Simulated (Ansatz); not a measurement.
Nudged elastic band, with input and output: GaH3BrCl

GaH3BrCl, computed with RKS PBE0-D4/def2-SVP (Ansatz 0.2.0).

Figures and captions count atoms from 1; the log counts them from 0 in places.

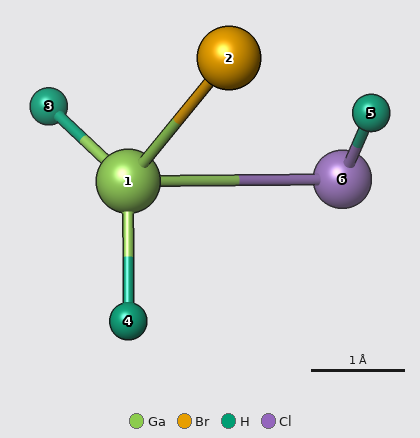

**Figure 1.** The structure as given in the input (ball-and-stick view, seen at a tilt; atoms are numbered from 1 in the order of the input). Sticks mark near contacts.

Input file:
```yaml
crystal:
  periodic: [false, false, false]
  atoms:
    - {symbol: Ga, position_ang: [-0.701483, -0.401183, 0.411473]}
    - {symbol: Br, position_ang: [-0.997532, 1.771028, -0.429801]}
    - {symbol: H, position_ang: [-1.200155, -1.517542, -0.549184]}
    - {symbol: H, position_ang: [-0.361080, -0.443770, 1.928089]}
    - {symbol: H, position_ang: [1.397241, 0.875390, -0.852786]}
    - {symbol: Cl, position_ang: [1.862909, -0.283923, -0.507891]}
basis:
  gaussian: {orbitals: def2-SVP}
hamiltonian: {xc: pbe0, dispersion: d4}
neb:
  images: 5
  climbing: true
  max_iterations: 40
  initial_path: idpp
  final_atoms:
    - {symbol: Ga, position_ang: [-0.249016, -0.805733, 0.433687]}
    - {symbol: Br, position_ang: [-0.643285, 1.864153, -0.590187]}
    - {symbol: H, position_ang: [-1.239755, -1.513868, -0.534682]}
    - {symbol: H, position_ang: [-0.401923, -0.441414, 1.938550]}
    - {symbol: H, position_ang: [0.720452, 1.632456, -0.951980]}
    - {symbol: Cl, position_ang: [1.813428, -0.735594, -0.295488]}
```

Hardware: 4 threads of Arm Neoverse V2, 23 GiB of memory available, shared host.

Launch command:
```bash
ansatz run in.yaml --threads 4 --pin off --events-out ev --progress --plain --max-ram 9574MiB
```

Output:
```
Functional definition: PBE0
  name "PBE0"
  cite "Adamo & Barone, J. Chem. Phys. 110, 6158 (1999) doi:10.1063/1.478522"
  cite "Perdew, Burke & Ernzerhof, Phys. Rev. Lett. 77, 3865 (1996) doi:10.1103/PhysRevLett.77.3865"
  parent pbe
  parameter a = 0.25
  parameter kappa = 0.804
  parameter beta = 0.06672455060314922
  exchange = (1 - a)*pbe_x(kappa = kappa, mu = beta*pi^2/3) + a*exact_x
  correlation = pbe_c(beta = beta)
997 factors; integrals over basis functions are off by at most 3.2e-4 eV
mean field evaluation 1: about -134958.3583 eV, gradient 2.0e1 eV
mean field evaluation 2: about -134958.3658 eV, gradient 2.4e1 eV
mean field evaluation 4: about -134959.0354 eV, gradient 2.8e-1 eV
mean field evaluation 8: about -134959.0397 eV, gradient 1.7e-2 eV
mean field -134959.03967083 eV, -4959.6532293802 hartree, gradient 4.5e-5 eV, S^2 0.000000; 0 other end points of the search recorded, 0 dependent functions left out
the calculation of the forces begins
reference -134959.03969762 eV, -4959.6532303648 hartree; 43, 43 occupied and 54, 54 virtual orbitals, 997 factors
999 factors; integrals over basis functions are off by at most 1.2e-3 eV
mean field evaluation 16: about -134958.0715 eV, gradient 2.5e1 eV
mean field -134958.92539913 eV, -4959.6490299730 hartree, gradient 5.6e-5 eV, S^2 0.000000; 0 other end points of the search recorded, 0 dependent functions left out
[... from here on the field's lines of each further geometry are left out, up to the last ...]
WARN: NEB end point (image 0): max|allowed force component| = 1.998e-1 eV/Å (the criterion of neb.relax_end_points is 1.000e-2). That is over neb.f_tol: it is no minimum, so the barrier can be far off. Relax it first
WARN: NEB end point (image 6): max|allowed force component| = 9.466e-2 eV/Å (the criterion of neb.relax_end_points is 1.000e-2). That is over neb.f_tol: it is no minimum, so the barrier can be far off. Relax it first
NEB iter   1: max|band force component| = 2.173e0 eV/Å  barrier→ = 1.2325 eV  barrier← = 1.1174 eV  Δτ_max = 0.2000 Å  (173 SCF iters)
NEB iter   2: max|band force component| = 2.154e0 eV/Å  barrier→ = 0.8245 eV  barrier← = 0.7095 eV  Δτ_max = 0.1998 Å  (143 SCF iters)
NEB iter   3: max|band force component| = 1.593e0 eV/Å  barrier→ = 0.3002 eV  barrier← = 0.1851 eV  Δτ_max = 0.2000 Å  (136 SCF iters)
NEB iter   4: max|band force component| = 4.390e0 eV/Å  barrier→ = 0.4760 eV  barrier← = 0.3610 eV  Δτ_max = 0.0994 Å  (133 SCF iters)
NEB iter   5: max|band force component| = 3.790e-1 eV/Å  barrier→ = 0.2100 eV  barrier← = 0.0949 eV  CI = image 3  Δτ_max = 0.0378 Å  (133 SCF iters)
NEB iter   6: max|band force component| = 1.709e-1 eV/Å  barrier→ = 0.1990 eV  barrier← = 0.0839 eV  CI = image 3  Δτ_max = 0.0295 Å  (124 SCF iters)
NEB iter   7: max|band force component| = 1.922e-1 eV/Å  barrier→ = 0.2022 eV  barrier← = 0.0871 eV  CI = image 3  Δτ_max = 0.0147 Å  (120 SCF iters)
NEB iter   8: max|band force component| = 1.069e-1 eV/Å  barrier→ = 0.2031 eV  barrier← = 0.0880 eV  CI = image 3  Δτ_max = 0.0218 Å  (119 SCF iters)
the calculation of the forces begins
reference -134958.93167730 eV, -4959.6492606914 hartree; 43, 43 occupied and 54, 54 virtual orbitals, 999 factors
these checks for a lower state are left out or cut short: stability, starts, cluster_reference, orbital_swaps, neighbouring_geometries, increment
999 factors; integrals over basis functions are off by at most 1.1e-3 eV
mean field evaluation 608: about -134958.9290 eV, gradient 1.3e-1 eV
mean field -134958.92908644 eV, -4959.6491654791 hartree, gradient 1.1e-6 eV, S^2 0.000000; 0 other end points of the search recorded, 0 dependent functions left out
the calculation of the forces begins
reference -134958.92911408 eV, -4959.6491664948 hartree; 43, 43 occupied and 54, 54 virtual orbitals, 999 factors
NEB iter   9: max|band force component| = 2.462e-2 eV/Å  barrier→ = 0.2049 eV  barrier← = 0.0899 eV  CI = image 3  Δτ_max = 0.0000 Å  (761 SCF iters)
```

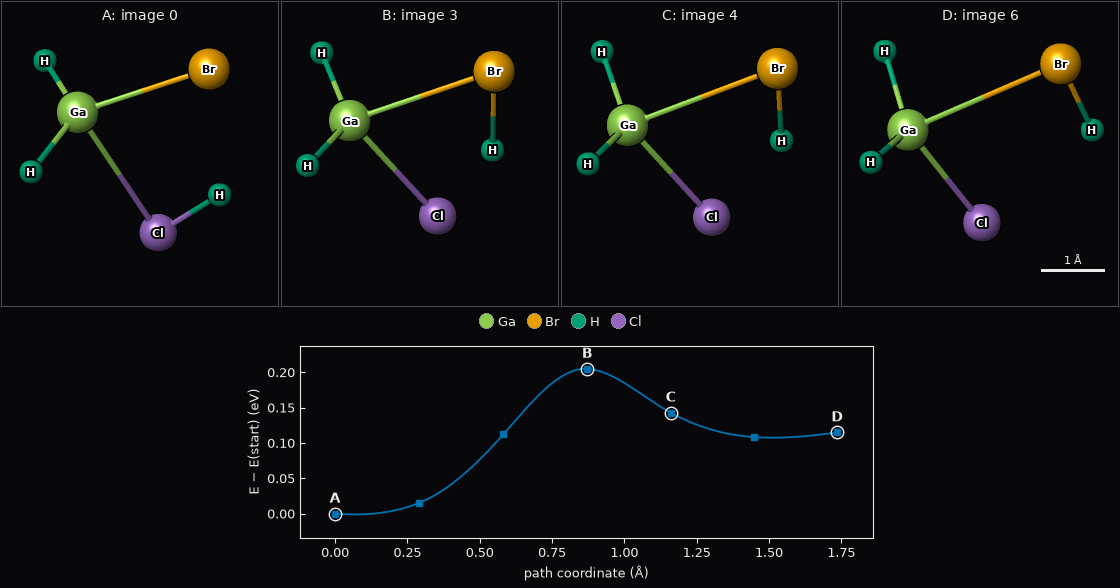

**Figure 2.** Images of the last band (counted from 0; ball-and-stick, seen at a tilt) above the energy along the path; the line is a cubic interpolation that uses the forces. The highest image is number 3, 0.205 eV above the start and 0.090 eV above the end (the climbing image); the end lies 0.115 eV above the start. The path is 1.74 Å long. The band converged in 9 iterations. The end points carry forces over 0.1 eV/Å, so they aren't fully relaxed minima and the barriers are approximate.

```
Total energy: -134958.96398177 eV, -4959.6504478586 hartree
Atom 0 at    -0.406684    -0.601442     0.398413 Å, force    -0.001173    -0.013313     0.006120 eV/Å
Atom 1 at    -0.613020     1.798140    -0.571800 Å, force     0.000307     0.005840    -0.002627 eV/Å
Atom 2 at    -1.206863    -1.509795    -0.573754 Å, force     0.001247     0.003213     0.001473 eV/Å
Atom 3 at    -0.355586    -0.420314     1.939538 Å, force    -0.000449     0.000986    -0.003505 eV/Å
Atom 4 at     0.820137     1.042373    -0.729593 Å, force    -0.011950     0.021219    -0.005215 eV/Å
Atom 5 at     1.761916    -0.308961    -0.462903 Å, force     0.012018    -0.017944     0.003753 eV/Å
Dipole moment:    -0.144084    -0.054739     0.072533 e Å
```

The last band as extended XYZ (Å, eV, eV/Å):
```
6
Properties=species:S:1:pos:R:3:forces:R:3 image=0 energy=-134959.16889
Ga   -0.7015   -0.4012    0.4115    0.0161  -0.0469   0.0150
Br   -0.9975    1.7710   -0.4298    0.0076   0.0371  -0.0187
H    -1.2002   -1.5175   -0.5492   -0.0283  -0.0186  -0.0187
H    -0.3611   -0.4438    1.9281   -0.0094   0.0056   0.0370
H     1.3972    0.8754   -0.8528   -0.0731   0.1998  -0.0618
Cl    1.8629   -0.2839   -0.5079    0.0871  -0.1771   0.0472
6
Properties=species:S:1:pos:R:3:forces:R:3 image=1 energy=-134959.15361
Ga   -0.6285   -0.4440    0.4053   -0.0634   0.0403   0.0038
Br   -0.8587    1.7639   -0.4739   -0.0846  -0.0072   0.0317
H    -1.1885   -1.5261   -0.5611    0.0022  -0.0042   0.0051
H    -0.3433   -0.4441    1.9341    0.0001  -0.0071  -0.0007
H     1.1760    0.8853   -0.7820    0.1091  -0.0228  -0.0272
Cl    1.8428   -0.2350   -0.5225    0.0366   0.0011  -0.0128
6
Properties=species:S:1:pos:R:3:forces:R:3 image=2 energy=-134959.05669
Ga   -0.5184   -0.5124    0.3977   -0.2083   0.1753  -0.0056
Br   -0.7190    1.7733   -0.5252   -0.1679  -0.0587   0.0824
H    -1.1886   -1.5228   -0.5723    0.0234  -0.0201   0.0011
H    -0.3384   -0.4346    1.9379    0.0233  -0.0204   0.0009
H     0.9825    0.9235   -0.7330    0.2716  -0.1929  -0.0086
Cl    1.7818   -0.2270   -0.5052    0.0580   0.1169  -0.0701
6
Properties=species:S:1:pos:R:3:forces:R:3 image=3 energy=-134958.96396
Ga   -0.4067   -0.6014    0.3984   -0.0012  -0.0133   0.0061
Br   -0.6130    1.7981   -0.5718    0.0003   0.0058  -0.0026
H    -1.2069   -1.5098   -0.5738    0.0012   0.0032   0.0015
H    -0.3556   -0.4203    1.9395   -0.0004   0.0010  -0.0035
H     0.8201    1.0424   -0.7296   -0.0120   0.0212  -0.0052
Cl    1.7619   -0.3090   -0.4629    0.0120  -0.0179   0.0038
6
Properties=species:S:1:pos:R:3:forces:R:3 image=4 energy=-134959.02591
Ga   -0.3217   -0.6925    0.4091    0.0675  -0.0735   0.0090
Br   -0.5928    1.8512   -0.6017    0.0128   0.0360  -0.0199
H    -1.2247   -1.4986   -0.5663   -0.0082   0.0064   0.0083
H    -0.3767   -0.4133    1.9374   -0.0125   0.0009  -0.0044
H     0.7397    1.2104   -0.7752   -0.0732   0.1431  -0.0373
Cl    1.7760   -0.4572   -0.4034    0.0137  -0.1129   0.0443
6
Properties=species:S:1:pos:R:3:forces:R:3 image=5 energy=-134959.06047
Ga   -0.2784   -0.7662    0.4264   -0.0002  -0.0063   0.0029
Br   -0.6088    1.8907   -0.6134   -0.0012   0.0039  -0.0013
H    -1.2404   -1.5072   -0.5474    0.0003  -0.0011   0.0019
H    -0.3975   -0.4283    1.9411   -0.0005  -0.0022  -0.0004
H     0.7329    1.4122   -0.8602   -0.0033   0.0206  -0.0079
Cl    1.7923   -0.6011   -0.3465    0.0049  -0.0150   0.0048
6
Properties=species:S:1:pos:R:3:forces:R:3 image=6 energy=-134959.05383
Ga   -0.2546   -0.8036    0.4345   -0.0840  -0.0229   0.0382
Br   -0.6314    1.8666   -0.5951   -0.0464   0.0339   0.0009
H    -1.2468   -1.5079   -0.5351   -0.0246  -0.0199  -0.0237
H    -0.4092   -0.4357    1.9383   -0.0034   0.0070   0.0389
H     0.7319    1.6267   -0.9531    0.0637  -0.0395  -0.0044
Cl    1.8100   -0.7462   -0.2896    0.0947   0.0414  -0.0500
```

Summary:

| quantity | value |
| --- | --- |
| outcome | converged |
| barrier, forward | 0.205 eV |
| barrier, backward | 0.090 eV |
| dipole moment (one image of the band) | 0.82 D |
| wall time | 80 s (CPU time 4.7 min) |
| peak memory | 0.41 GiB |
